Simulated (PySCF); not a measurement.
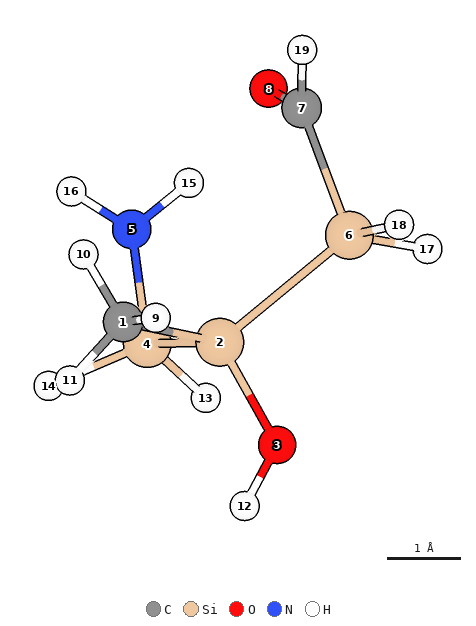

**Figure 1.** The structure as given in the input (ball-and-stick view, seen at a tilt; atoms are numbered from 1 in the order of the input).

NMR shielding calculation, with input and output: C2H11NO2Si3

The run: NMR shielding calculation of C2H11NO2Si3. Method and program: GIAO PBE0/pcSseg-1 NMR shielding, non-relativistic, gas phase (PySCF 2.14.0).

The geometry comes from this level: GFN2-xTB. It belongs to a series of runs on one base structure; here: CH2 replaced by C=O. Figures and captions count atoms from 1; the log counts them from 0 in places.

### The input
```
{"job": {"kind": "nmr", "xc": "PBE0", "basis": "pcSseg-1"}, "charge": 0, "multiplicity": 1}
C     -1.052645    -1.685146     1.013420
Si    -0.529493    -0.655919    -0.525901
O     -0.984761    -1.482350    -1.875573
Si    -1.473008     1.485171    -0.443132
N     -0.559025     2.610559     0.485377
Si     1.779370    -0.799918    -0.802681
C      2.561057     0.179364     0.638329
O      2.313780     1.354073     0.809652
H     -0.590014    -2.669094     1.017692
H     -0.766619    -1.185138     1.934190
H     -2.128826    -1.837410     1.051456
H     -1.884373    -1.745339    -2.047339
H     -1.595290     2.089577    -1.779839
H     -2.809356     1.504527     0.178053
H      0.433339     2.683776     0.311702
H     -0.708535     2.638650     1.481535
H      2.242987    -0.068128    -1.988303
H      2.502253    -2.081476    -0.823020
H      3.239354    -0.326527     1.356920
```

The first line tells a small driver script what to run in PySCF; the rest is the geometry in Å.

Run on 1 CPU thread, shared host.

Launched with:
```bash
OMP_NUM_THREADS=1 python <driver script> task.json out
```

### What the program printed
```
coarse grid: 17104 points
cycle   1  E = -1155.5119656300  dE =  7.086e-01  |g| = 1.090e+00  |ddm| = 3.899e+00
cycle   2  E = -1154.9417972588  dE =  5.702e-01  |g| = 2.007e+00  |ddm| = 2.708e+00
cycle   3  E = -1155.7264674484  dE = -7.847e-01  |g| = 2.907e-01  |ddm| = 2.035e+00
cycle   4  E = -1155.7419553512  dE = -1.549e-02  |g| = 1.009e-01  |ddm| = 2.454e-01
cycle   5  E = -1155.7436707786  dE = -1.715e-03  |g| = 2.597e-02  |ddm| = 8.904e-02
cycle   6  E = -1155.7438066083  dE = -1.358e-04  |g| = 8.324e-03  |ddm| = 2.771e-02
cycle   7  E = -1155.7438220887  dE = -1.548e-05  |g| = 1.950e-03  |ddm| = 9.095e-03
cycle   8  E = -1155.7438227782  dE = -6.895e-07  |g| = 7.541e-04  |ddm| = 2.328e-03
final grid: 150696 points
cycle   9  E = -1155.8050573705  dE = -1.442e-05  |g| = 1.231e-02  |ddm| = 2.149e-02
cycle  10  E = -1155.8049904471  dE =  6.692e-05  |g| = 2.241e-02  |ddm| = 2.241e-02
cycle  11  E = -1155.8050852980  dE = -9.485e-05  |g| = 2.580e-03  |ddm| = 1.503e-02
cycle  12  E = -1155.8050866128  dE = -1.315e-06  |g| = 4.159e-04  |ddm| = 2.077e-03
cycle  13  E = -1155.8050866435  dE = -3.065e-08  |g| = 1.458e-04  |ddm| = 5.649e-04
cycle  14  E = -1155.8050866476  dE = -4.117e-09  |g| = 3.660e-05  |ddm| = 1.684e-04
cycle  15  E = -1155.8050866478  dE = -2.713e-10  |g| = 8.758e-06  |ddm| = 4.450e-05
```

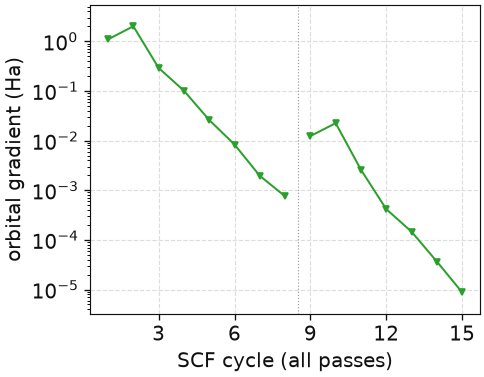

**Figure 2.** Convergence of the self-consistent field: orbital gradient against the SCF cycle. The dotted line marks the change from a coarse to the final integration grid. The first 8 cycles use a coarse grid, the final grid takes over at cycle 9, and the field converges after 15 cycles in all.

```
converged SCF energy = -1155.8050866478

GIAO shielding tensors (ppm)
atom      isotropic    diamagn.    paramagn.     s11        s22        s33       span
  0 C      182.040     256.734     -74.693    170.105    185.309    190.708     20.603
  1 Si     347.528     879.880    -532.351    305.625    320.327    416.633    111.008
  2 O      315.358     386.657     -71.299    268.570    316.722    360.782     92.212
  3 Si     398.755     880.362    -481.607    352.326    390.422    453.517    101.191
  4 N      271.895     321.701     -49.806    241.529    251.417    322.739     81.211
  5 Si     433.017     882.823    -449.805    396.039    434.429    468.584     72.545
  6 C      -72.388     256.232    -328.621   -224.372    -91.795     99.002    323.375
  7 O     -618.458     403.312   -1021.770  -1701.558   -555.964    402.147   2103.705
  8 H       30.920      31.537      -0.617     26.402     29.036     37.322     10.920
  9 H       31.793      34.039      -2.245     28.396     29.320     37.665      9.269
 10 H       31.286      31.559      -0.273     27.297     28.840     37.722     10.425
 11 H       31.492      31.577      -0.085     23.616     25.854     45.007     21.391
 12 H       26.485      29.351      -2.866     22.401     25.909     31.145      8.743
 13 H       26.822      29.939      -3.117     23.736     26.120     30.610      6.874
 14 H       30.926      33.374      -2.448     22.099     27.727     42.951     20.852
 15 H       32.193      32.744      -0.551     24.724     28.452     43.404     18.681
 16 H       27.560      30.355      -2.795     24.679     26.070     31.930      7.250
 17 H       27.133      30.263      -3.130     24.317     25.116     31.966      7.649
 18 H       18.976      28.353      -9.377     12.490     20.282     24.156     11.666
```

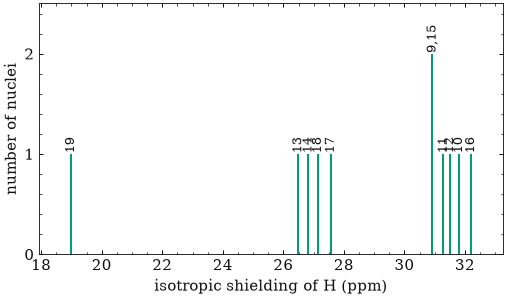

**Figure 3.** Isotropic shieldings of the hydrogen nuclei in this fixed geometry, labelled by atom number; shielding grows to the right, so chemical shift grows to the left. The least shielded is H19 (19.0 ppm), the most shielded H16 (32.2 ppm).

### Results in brief

| quantity | value |
| --- | --- |
| outcome | converged |
| total energy | −1155.805087 hartree |
| HOMO | −6.62 eV |
| LUMO | −1.65 eV |
| dipole moment | 3.17 D |
| isotropic shielding, C | −72.4 to 182.0 ppm |
| isotropic shielding, Si | 347.5 to 433.0 ppm |
| isotropic shielding, O | −618.5 to 315.4 ppm |
| isotropic shielding, N | 271.9 ppm |
| isotropic shielding, H | 19.0 to 32.2 ppm |
| wall time | 73 s |
| peak memory | 0.94 GiB |
